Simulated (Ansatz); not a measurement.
We consider fcc Pb, described by revPBE (PAW; Ansatz, a quantum-chemistry and plane-wave program).

Settings: plane-wave cutoff 520 eV, 20×20×20 k mesh, Fermi–Dirac smearing 0.05 eV, scalar-relativistic PAW data made under PBE.

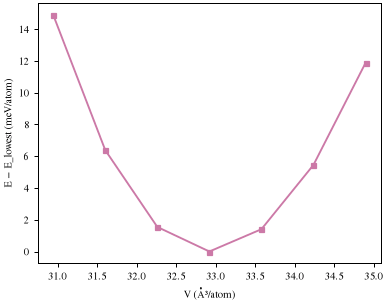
Total energy against volume

Q: From the curve, estimate the equilibrium volume and the bulk modulus.

A: V0 ≈ 32.9 Å³/atom and B0 ≈ 36 GPa; the fit gives V0 = 32.924 Å³/atom, B0 = 35.8 GPa, B′ = 4.5.

Measured, for comparison: bulk modulus 47 GPa (corrected for temperature and zero-point phonon effects; as tabulated in Levämäki et al. (2014), arXiv:1402.3671); equilibrium volume per atom 29.45 Å³/atom (low-temperature or extrapolated to 0 K; zero-point anharmonic expansion removed; as tabulated in Csonka et al. (2009), arXiv:0903.4037). Computed (rounded) less measured: bulk modulus -24 %, equilibrium volume per atom +11.8 %.

Spin–orbit coupling is not included; it can shift volumes and moduli of such heavy elements.
